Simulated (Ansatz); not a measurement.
TaH$_{3}$O$_{2}$Cl$_{2}$F$_{2}$: several calculations on one system

### Relaxation

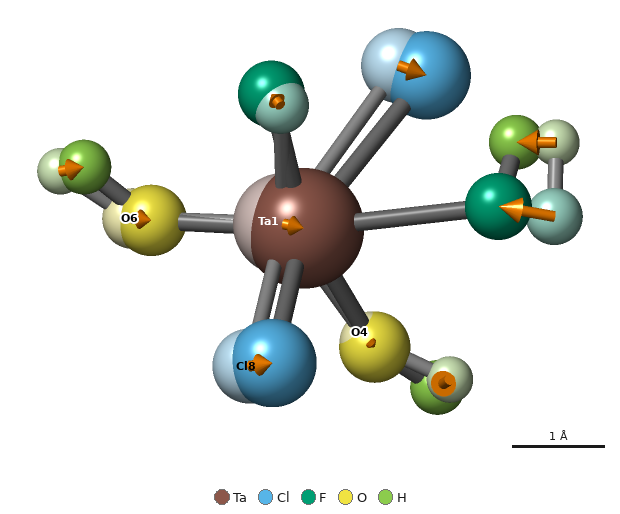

A relaxation of TaH₃O₂Cl₂F₂. The starting structure is drawn faded, the final one solid; orange arrows show the displacements, at their true length. The two geometries are superimposed by the best rigid fit.

The picture is a ball-and-stick view, seen face on.

The run prepares an end point of a later path (reaction) calculation, from a guessed geometry.

These are results of Ansatz, RKS PBE/def2-SVP, not measurements. Settings: no spin polarisation; force threshold 0.03 eV/Å; at most 50 steps.

### What did the optimiser do to the structure, and how much energy did it gain?

The atom that moves furthest after the best rigid fit is an F atom (0.64 Å). By element the largest moves are F 0.64 Å, H 0.51 Å, Cl 0.33 Å, Ta 0.24 Å, O 0.23 Å. Among the contacts that change: F–Ta 3.121 → 2.366 Å, H–Ta 3.159 → 2.539 Å, Cl–H 2.565 → 1.989 Å, F–H 0.936 → 0.981 Å. New bonds form, among them: F–Ta (3.12 → 2.37 Å). Bond angles that change, for instance: Ta–O–H 140.3° → 157.8°, F–Ta–O 150.1° → 166.2°, F–Ta–O 107.0° → 94.3°. The energy falls by 0.298 eV in 15 accepted moves (18 points after the start). The largest force component goes from 0.59 to 0.018 eV/Å. The line search rejected the trial steps at points 7, 10, 16 of the run. Cost: 42 s on 4 threads of Arm Neoverse V1, with other jobs on the host, peak memory 0.22 GiB.

Limits of the set-up: the start holds two separate molecules, 2.6 Å apart at their closest, whose relative position is a soft coordinate and is computed without a dispersion correction.

### Relaxation

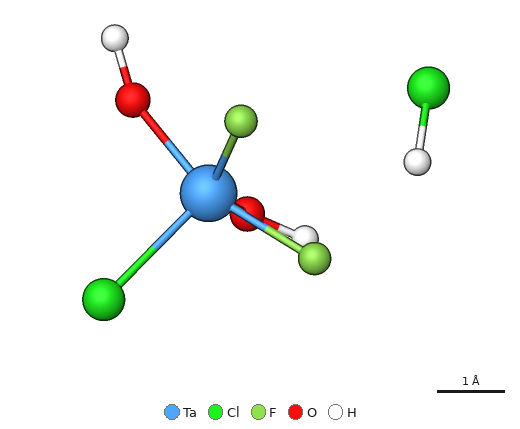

Starting structure of TaH₃O₂Cl₂F₂. The picture is a ball-and-stick view, seen face on.

The run prepares an end point of a later path (reaction) calculation, from a guessed geometry.

The calculation used RKS PBE/def2-SVP in Ansatz 0.2.0.

Input
```yaml
crystal:
  periodic: [false, false, false]
  atoms:
    - { symbol: Ta, position_ang: [-0.567436, -0.501187, -0.087069] }
    - { symbol: Cl, position_ang: [2.976908, 0.27935, -0.623227] }
    - { symbol: F, position_ang: [0.427482, -0.442786, 1.534052] }
    - { symbol: O, position_ang: [-0.353554, -0.003331, -1.919881] }
    - { symbol: H, position_ang: [0.29875, -0.385973, -2.531607] }
    - { symbol: O, position_ang: [-1.249285, 1.21056, 0.323931] }
    - { symbol: H, position_ang: [-1.213628, 2.093803, 0.71772] }
    - { symbol: Cl, position_ang: [-2.481202, -1.766296, 0.132634] }
    - { symbol: F, position_ang: [0.667283, -1.933572, -0.488925] }
    - { symbol: H, position_ang: [2.555083, -0.977568, -0.427029] }
basis:
  gaussian: { orbitals: def2-SVP }
hamiltonian:
  xc: pbe
relax:
  f_tol: 0.03
  max_steps: 50
```

Run as
```bash
ansatz run input.yaml --threads 4 --pin off --max-ram 5120MiB --backend cpu --events-out ev --progress --plain --runs-dir out
```

Q: Where does the relaxation end?

A: Over 25 accepted moves (27 points after the start) the energy falls by 22.7 kJ/mol. The largest force component goes from 0.88 to 0.02 eV/Å. The line search rejected the trial steps at points 3, 23 of the run. The largest move after the best rigid fit is that of Cl2, 2.06 Å. Largest moves by element: Cl 2.06 Å, H 1.30 Å, O 1.09 Å, F 0.78 Å, Ta 0.42 Å. Some distances before and after: Ta1–O4 1.911 → 1.883 Å, Ta1–F9 1.933 → 1.960 Å, Ta1–Cl8 2.305 → 2.330 Å, O4–H5 0.973 → 0.995 Å. Bond angles that change, for instance: F3–Ta1–O4 138.6° → 119.4°, Ta1–O6–H7 154.5° → 172.9°, O6–Ta1–F9 161.4° → 175.8°.

Final geometry:

```xyz
10

Ta   -0.4559   -0.2028    0.1869
Cl    2.8287   -1.1132   -2.1335
F     0.2373    0.1734    1.9059
O     0.3349    0.5954   -1.3246
H     1.1493    0.2405   -1.7729
O    -1.7715    1.1276    0.3728
H    -2.4322    1.8014    0.5864
Cl   -1.9936   -1.8983   -0.2492
F     0.9578   -1.5595    0.1260
H     2.2056   -1.5915   -1.0672
```

After the run, drawn alike:

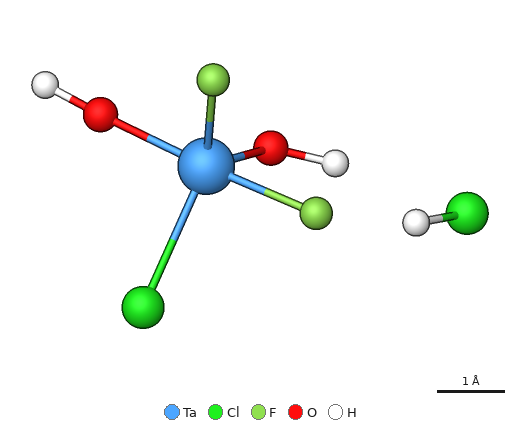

### Path

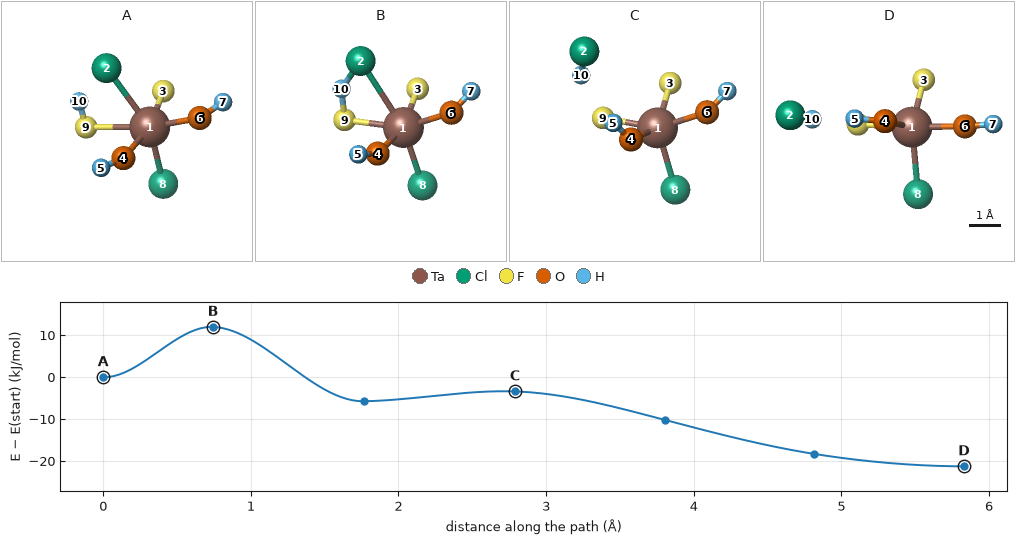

NEB run on TaH3O2Cl2F2. Images are numbered from 0 (start) to 6 (end). Frames A to D are images 0, 1, 3, 6. The picture is a ball-and-stick view, seen from a free direction.

Method: Ansatz 0.2.0, RKS PBE/def2-SVP. Run with 5 movable images; climbing image; force threshold 0.05 eV/Å; iteration limit 60; starting path through a guess of the saddle point.

Read off the barrier and say what moves.

The path has more than one stage, and so few images may leave a stage unresolved. Breaking: F9–H10 (0.98 → 1.22 at the top → 1.73 Å), Ta1–Cl2 (2.48 → 2.71 at the top → 4.12 Å). Forming: Cl2–H10 (1.99 → 1.53 at the top → 1.32 Å). The highest point, image 1, lies 12.0 kJ/mol above the start and 33.2 kJ/mol above the end; the end is at −21.2 kJ/mol relative to the start. The profile has 2 maxima (images 1, 3) with a dip at image 2 (−5.7 kJ/mol), so the process runs in steps. The band converged in 27 iterations. The largest component of the band force went from 24 to 0.05 eV/Å. The climbing image converged on the top of the path. Its vibrational analysis gives one imaginary mode (278i cm⁻¹), as a transition state must have.
